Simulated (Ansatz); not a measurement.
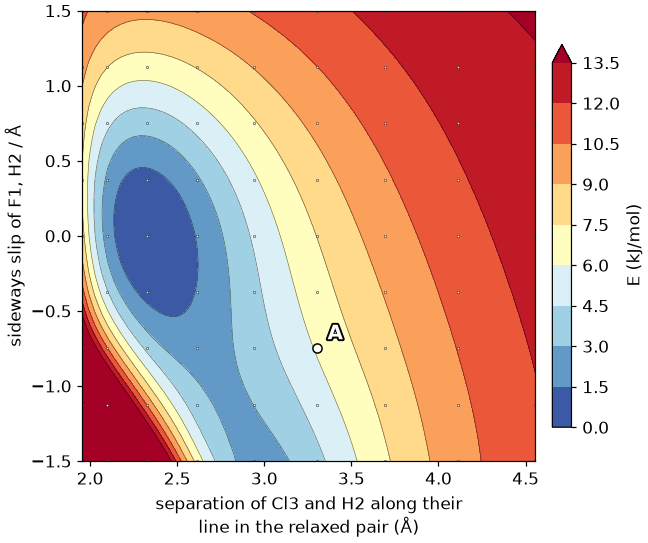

The pair FH···BCl₃. Coordinates scanned: (1) separation of Cl3 and H2 along their line in the relaxed pair; (2) sideways slip of F1, H2. Nothing is relaxed (both partners rigid). Grid: 9 × 9 points. Points are written as (first, second). Energies are in kJ/mol, from the lowest grid point. Computed with RKS PBE0-D4/def2-SVPD in Ansatz.

The picture shows filled contours, dots at the grid points, one colour for all values above the top of the scale, the point A. Between grid points the surface is interpolated.

Q: Is A at rest? If not, where is it pushed?

A: A, at (3.302 Å, −0.750 Å), is not a stationary point. The computed force is 6.7 kJ/mol for each Å towards smaller values of the first coordinate and 2.2 kJ/mol for each Å towards smaller values of sideways slip of F1, H2.
